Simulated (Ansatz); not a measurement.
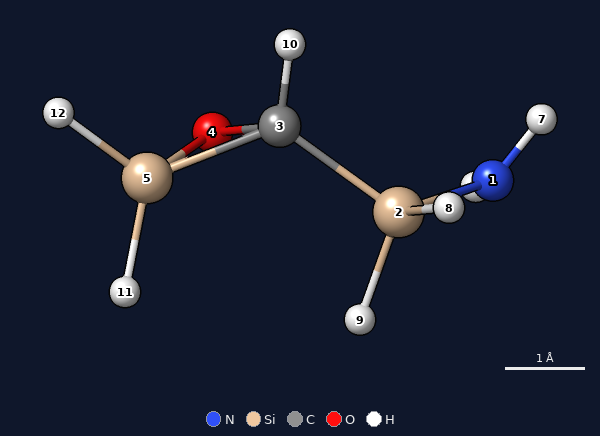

The structure as given in the input (ball-and-stick view, seen at a tilt; atoms are numbered from 1 in the order of the input).

# Run report: CH₇NOSi₂, single-point calculation

CH₇NOSi₂, SMILES N[SiH2]C1O[SiH2]1, computed with RKS PBE0-D4/def2-TZVPP (Ansatz 0.2.0).

The geometry comes from this level: PBE0-D4/def2-TZVP.

### Input file
```yaml
crystal:
  periodic: [false, false, false]
  atoms:
    - {symbol: N, position_ang: [-0.572864, -0.131134, 2.318411]}
    - {symbol: Si, position_ang: [-0.808967, -0.458766, 0.649752]}
    - {symbol: C, position_ang: [0.069794, 0.651163, -0.568097]}
    - {symbol: O, position_ang: [1.565076, 0.513340, -0.527317]}
    - {symbol: Si, position_ang: [0.980781, 0.012858, -1.996640]}
    - {symbol: H, position_ang: [0.341814, -0.261023, 2.721268]}
    - {symbol: H, position_ang: [-1.044148, 0.648532, 2.748200]}
    - {symbol: H, position_ang: [-2.265980, -0.338892, 0.372418]}
    - {symbol: H, position_ang: [-0.315540, -1.836439, 0.388343]}
    - {symbol: H, position_ang: [-0.227033, 1.701637, -0.611763]}
    - {symbol: H, position_ang: [1.063278, -1.430875, -2.302647]}
    - {symbol: H, position_ang: [1.290990, 0.874300, -3.158028]}
basis:
  gaussian: {orbitals: def2-TZVPP}
hamiltonian: {xc: pbe0, dispersion: d4}
output: {orbitals: {seedname: orbitals}}
```

Run on 4 CPU threads, shared host.

Command:
```bash
ansatz run in.yaml --threads 4 --pin off --events-out ev --progress --plain --max-ram 10444MiB
```

### The program's output
```
Functional definition: PBE0
  name "PBE0"
  cite "Adamo & Barone, J. Chem. Phys. 110, 6158 (1999) doi:10.1063/1.478522"
  cite "Perdew, Burke & Ernzerhof, Phys. Rev. Lett. 77, 3865 (1996) doi:10.1103/PhysRevLett.77.3865"
  parent pbe
  parameter a = 0.25
  parameter kappa = 0.804
  parameter beta = 0.06672455060314922
  exchange = (1 - a)*pbe_x(kappa = kappa, mu = beta*pi^2/3) + a*exact_x
  correlation = pbe_c(beta = beta)
1481 factors; their error is unknown
mean field evaluation 1: about -20422.9569 eV, gradient 7.6e1 eV
mean field evaluation 2: about -20399.0847 eV, gradient 1.3e2 eV
mean field evaluation 4: about -20433.8069 eV, gradient 1.1e1 eV
mean field evaluation 8: about -20434.0101 eV, gradient 1.8e-1 eV
mean field evaluation 16: about -20434.0478 eV, gradient 1.2e-4 eV
mean field -20434.04784136 eV, -750.9374074748 hartree, gradient 2.7e-5 eV, S^2 0.000000; 0 other end points of the search recorded, 0 dependent functions left out
reference -20434.04787741 eV, -750.9374087996 hartree; 28, 28 occupied and 247, 247 virtual orbitals, 1481 factors
Total energy: -20434.28035634 eV, -750.9459522429 hartree
```

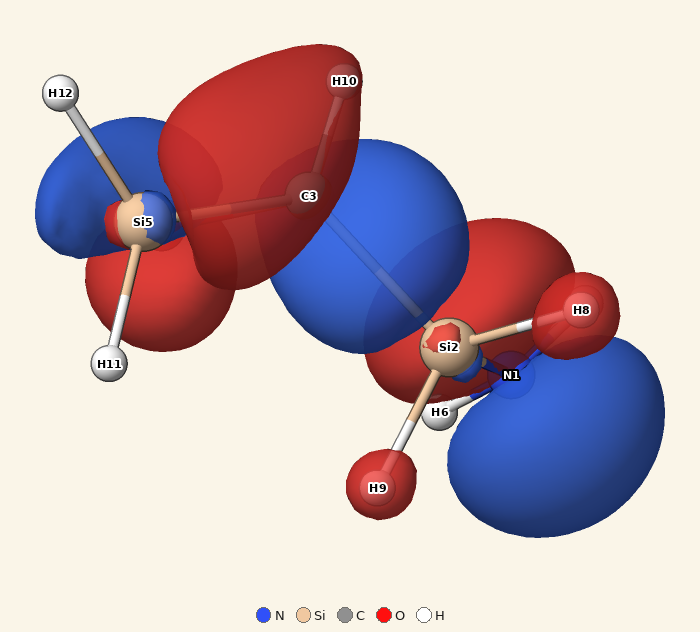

One frontier orbital at ±0.1 Å⁻³ᐟ² (blue and red are the two phases), seen at an oblique angle. The HOMO, at −7.04 eV. By Hirshfeld shares it lies mainly on N1 (35 %), C3 (20 %), O4 (15 %), Si5 (10 %) and Si2 (10 %).

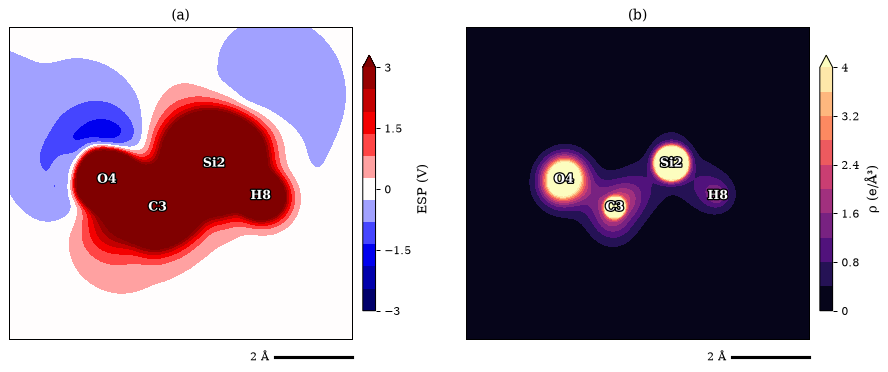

(a) molecular electrostatic potential; (b) electron density on the plane of atoms Si2, C3 and O4. The section cuts through Si, C, O and H sites. C–O (1.50 Å): ρ is about 1.6 e/Å³ halfway.

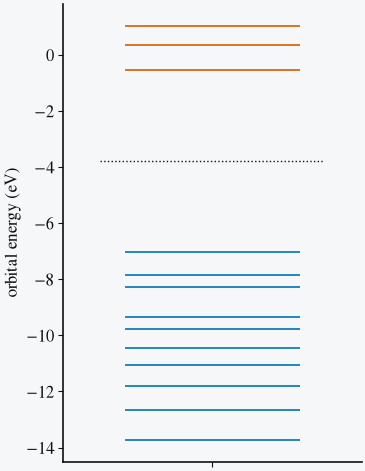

Orbital energies near the frontier; the dotted line parts filled from empty levels, and levels within 0.02 eV of each other stand side by side. Highest filled −7.04 eV, lowest empty −0.55 eV, 6.49 eV apart.

### Key numbers

- outcome: converged
- total energy: −20434.2804 eV
- mean-field energy: −20434.0479 eV
- dispersion energy: −0.2325 eV
- SCF solution under orbital rotations: stable
- HOMO: −7.04 eV
- LUMO: −0.55 eV
- wall time: 4 s (CPU time 15 s)
- peak memory: 0.74 GiB
